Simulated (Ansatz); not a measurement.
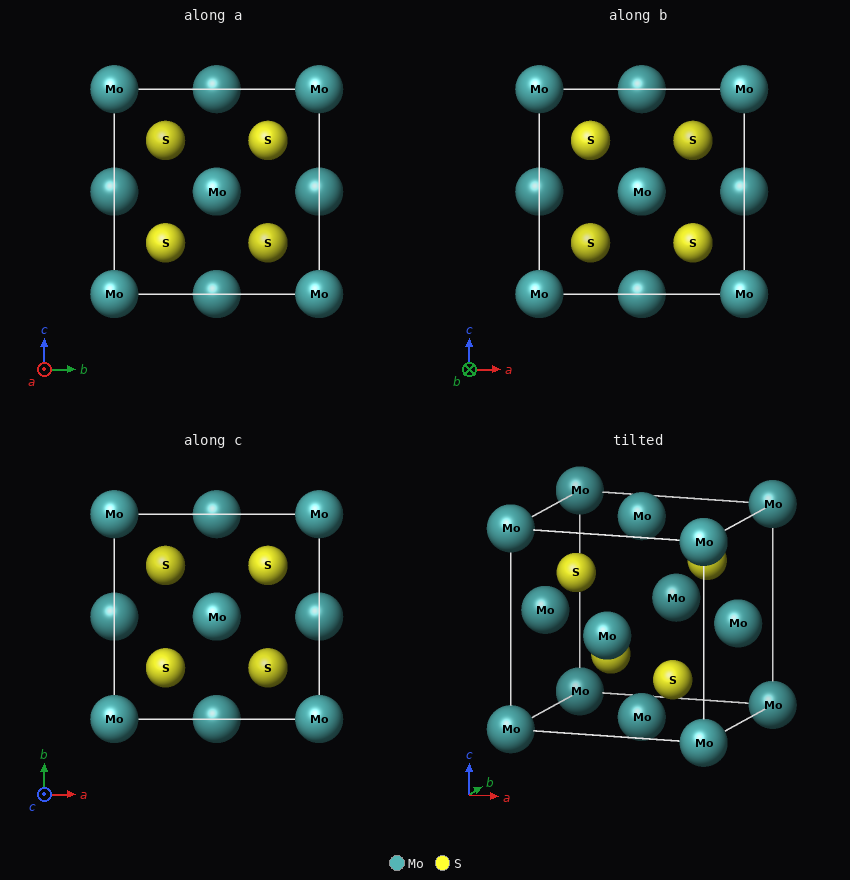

The crystal in a spheres-only representation, seen along the a axis, along the b axis, along the c axis and slightly off an axis. The edges of the conventional unit cell are marked.

Lattice parameters: a = 5.8707 Å, b = 5.8707 Å, c = 5.8707 Å, α = 90.000°, β = 90.000°, γ = 90.000°.

Reconstruct the structure as a CIF in P1 with every atom of the cell.

Answer.
```cif
data_structure
_symmetry_space_group_name_H-M 'P 1'
_symmetry_Int_Tables_number 1
_cell_length_a 5.8707
_cell_length_b 5.8707
_cell_length_c 5.8707
_cell_angle_alpha 90.000
_cell_angle_beta 90.000
_cell_angle_gamma 90.000
_cell_volume 202.34
loop_
_atom_site_label
_atom_site_type_symbol
_atom_site_fract_x
_atom_site_fract_y
_atom_site_fract_z
_atom_site_occupancy
Mo1 Mo 0.0000 0.0000 0.0000 1
S1 S 0.2500 0.2500 0.7500 1
Mo2 Mo 0.0000 0.5000 0.5000 1
S2 S 0.2500 0.7500 0.2500 1
Mo3 Mo 0.5000 0.0000 0.5000 1
S3 S 0.7500 0.2500 0.2500 1
Mo4 Mo 0.5000 0.5000 0.0000 1
S4 S 0.7500 0.7500 0.7500 1
```

Its origin is a structure type filled with these elements by a generator (whether the compound takes this form wasn't checked). Earlier steps of the study, as a rule a relaxation of our own, may have changed the cell and positions, so they can lie some per cent off the listed ones. It went into a calculation with Ansatz.

At this level of theory the run's own cell isn't at rest (stretched, at -6 GPa), so its distances can differ from those at equilibrium, the more so the softer the solid.
